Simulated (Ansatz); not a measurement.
# SiH4 (SMILES [H][Si]([H])([H])[H]): HF/3-21G

What is the vertical ionisation energy of SiH4 at HF/3-21G? 

The results are computed with Ansatz 0.2.0.

51 further runs of the same task are left out: 51 set aside as unsound or not needed.

### 1 The system as given

SiH4: 5 atoms, total charge 0, spin state singlet. SMILES: `[H][Si]([H])([H])[H]`. Geometry: relaxed at GFN2-xTB.

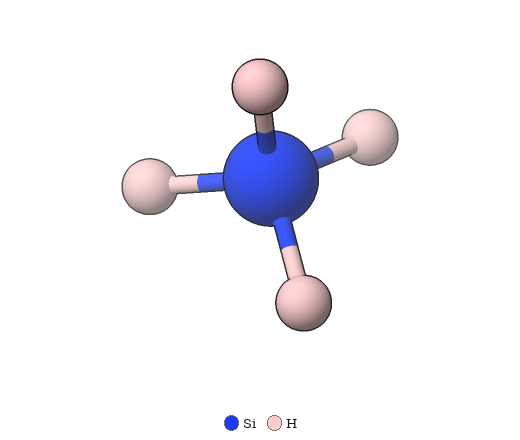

The structure, seen from a chosen angle (silicon blue, hydrogen pink).

### 2 A single-point energy at HF/3-21G

File in.yaml:

```yaml
crystal:
  periodic: [false, false, false]
  atoms:
    - {symbol: Si, position_ang: [0.000060, -0.000040, 0.000090]}
    - {symbol: H, position_ang: [0.011300, -0.019430, 1.460880]}
    - {symbol: H, position_ang: [1.373450, 0.011260, -0.497760]}
    - {symbol: H, position_ang: [-0.696580, 1.196700, -0.465720]}
    - {symbol: H, position_ang: [-0.688230, -1.188490, -0.497490]}
basis:
  gaussian:
    orbitals: 3-21G.json
magnetization:
  spin_polarized: false
hamiltonian:
  xc: hf
accuracy: high
```

The basis set 3-21G is read from a file made from the Basis Set Exchange's data (not shown).

Started as:

```
$ ansatz run in.yaml --threads 1 --pin off --max-ram 2610MiB --events-out events.jsonl --progress --plain --runs-dir runs
```

The program printed:

```text
Warning: RAYON_NUM_THREADS=1 ignored (pool sized by the plan → 1); use --threads N
Functional definition: HF
  name "HF"
  exchange = exact_x
  correlation = 0
424 factors; integrals over basis functions are off by at most 3.8e-9 eV
mean field evaluation 1: about -7882.4829 eV, gradient 7.2e0 eV
mean field evaluation 2: about -7882.4843 eV, gradient 7.2e0 eV
mean field evaluation 4: about -7882.7571 eV, gradient 1.9e-1 eV
mean field evaluation 8: about -7882.7574 eV, gradient 2.7e-4 eV
mean field -7882.75744278 eV, -289.6859928973 hartree, gradient 4.6e-9 eV, S^2 0.000000; 0 other end points of the search recorded, 0 dependent functions left out
reference -7882.75744278 eV, -289.6859928973 hartree; 9, 9 occupied and 12, 12 virtual orbitals, 424 factors
Total energy: -7882.75744278 eV, -289.6859928973 hartree
```

Run time: 0.1 s. Hardware: 1 thread of Intel Xeon Platinum 8488C (Sapphire Rapids), shared host.

### 3 The doublet cation

File input.yaml:

```yaml
crystal:
  periodic: [false, false, false]
  atoms:
    - {symbol: Si, position_ang: [0.000060, -0.000040, 0.000090]}
    - {symbol: H, position_ang: [0.011300, -0.019430, 1.460880]}
    - {symbol: H, position_ang: [1.373450, 0.011260, -0.497760]}
    - {symbol: H, position_ang: [-0.696580, 1.196700, -0.465720]}
    - {symbol: H, position_ang: [-0.688230, -1.188490, -0.497490]}
basis:
  gaussian:
    orbitals: 3-21G.json
total_charge: 1
magnetization:
  spin_polarized: true
  initial_magnetization: 1
hamiltonian:
  xc: hf
accuracy: high
```

The basis set 3-21G is read from a file made from the Basis Set Exchange's data (not shown).

Started as:

```
$ ansatz run input.yaml --threads 1 --pin off --max-ram 2610MiB --events-out events.jsonl --progress --plain --runs-dir runs
```

The program printed:

```text
Warning: RAYON_NUM_THREADS=1 ignored (pool sized by the plan → 1); use --threads N
[... 4 set-up lines as earlier in the session ...]
424 factors; integrals over basis functions are off by at most 3.8e-9 eV
mean field evaluation 1: about -7869.7521 eV, gradient 7.5e0 eV
mean field evaluation 2: about -7869.7549 eV, gradient 7.5e0 eV
mean field evaluation 4: about -7870.4628 eV, gradient 1.1e0 eV
mean field evaluation 8: about -7870.5323 eV, gradient 2.3e-1 eV
mean field evaluation 16: about -7870.5539 eV, gradient 1.5e-8 eV
mean field evaluation 32: about -7870.4270 eV, gradient 2.1e0 eV
mean field evaluation 64: about -7870.5129 eV, gradient 2.4e-1 eV
mean field evaluation 96: about -7870.5530 eV, gradient 2.3e-7 eV
mean field evaluation 128: about -7870.5539 eV, gradient 7.8e-4 eV
mean field -7870.55387904 eV, -289.2375202016 hartree, gradient 6.1e-8 eV, S^2 0.759678; 3 other end points of the search recorded, 0 dependent functions left out
reference -7870.55387904 eV, -289.2375202016 hartree; 9, 8 occupied and 12, 13 virtual orbitals, 424 factors
Total energy: -7870.55387904 eV, -289.2375202016 hartree
```

Run time: 0.2 s. Hardware: 1 thread of Intel Xeon Platinum 8488C (Sapphire Rapids), shared host.

### 4 What came out

Level: HF/3-21G.

```
                                          quantity          value
                        singlet SiH4: total energy  -289.68599 Eh
                      doublet cation: total energy  -289.23752 Eh
                              doublet cation: ⟨S²⟩          0.760
vertical ionisation energy (to the doublet cation)      12.204 eV
```

Removing an electron at fixed nuclei costs 12.20 eV (1177 kJ/mol).
